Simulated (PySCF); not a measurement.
# C3H7FGe: electronic excitations and core binding energies

What electronic excitations and core binding energies should C3H7FGe (`[F][GeH]1[CH2]C[CH2]1`) show?

Computed with PySCF 2.14.0, with density-fitted response routines of our own, on a single molecule in the gas phase. Atoms count from 0, in the outputs and in this text.

## (1) Starting geometry

12 atoms, charge 0, multiplicity 1; geometry from: GFN2-xTB.

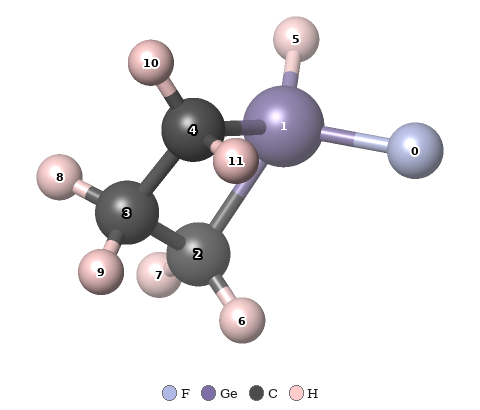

As it starts; fluorine light blue, germanium purple, carbon dark grey, hydrogen pink, atoms numbered; sticks join atoms by distance.

## (2) TDDFT and polarisability: CAM-B3LYP/def2-SVPD

What the job is given:

```
{"job": {"kind": "uv", "xc": "CAM-B3LYP", "basis": "def2-SVPD", "nstates": 8, "ntriplets": 3}, "charge": 0, "multiplicity": 1}
F     -0.387577     1.818578    -2.065051
Ge    -0.447535     1.265074    -0.375275
C     -1.028171    -0.645975    -0.174730
C      0.277472    -0.935004     0.591386
C      1.185384     0.245404     0.194346
H     -1.057820     2.514716     0.268262
H     -1.040093    -1.134820    -1.148013
H     -1.933054    -0.919792     0.359992
H      0.089572    -0.911809     1.664893
H      0.709244    -1.904349     0.345442
H      1.837078     0.598997     0.988307
H      1.796698     0.008296    -0.675587
```

Method: TDDFT CAM-B3LYP/def2-SVPD, vertical, gas phase, core orbitals frozen in the response.

Started as:

```
> OMP_NUM_THREADS=1 python probes_run.py task.json out
```

The driver reads the jobs from task.json and runs them one after another.

**Question.** This job is followed by: delta-SCF UKS SCAN, pcX-2 on the ionised atom, pcseg-1 elsewhere, spin-free X2C. What will the session give for the following? lowest singlet (CAM-B3LYP/def2-SVPD); brightest single state of those computed; lowest triplet; C1s binding energies, SCAN/pcX-2; F1s binding energies, SCAN/pcX-2.

**Answer**, as computed:

| quantity | value |
| --- | --- |
| lowest singlet (CAM-B3LYP/def2-SVPD) | 6.75 eV (184 nm), f = 0.003 |
| brightest single state of those computed | state 8, 8.41 eV, f = 0.304 |
| lowest triplet | 6.42 eV |
| C1s binding energies, SCAN/pcX-2 | C3 290.82, C2 290.23 eV |
| F1s binding energies, SCAN/pcX-2 | F0 690.57 eV |

What this shows: The first singlet state (HOMO→LUMO 0.89) lies at 6.75 eV and is weak; of the 8 states computed, the strongest absorption comes from state 8 at 8.41 eV (the last computed, so partners may be missing). The lowest triplet lies 0.33 eV below the lowest singlet (triplets in Tamm-Dancoff, singlets in full TDDFT). C3 (sp3 CH2 in a ring) binds its C1s electron 0.59 eV more tightly than C2 (sp3 CH2 bonded to Ge).
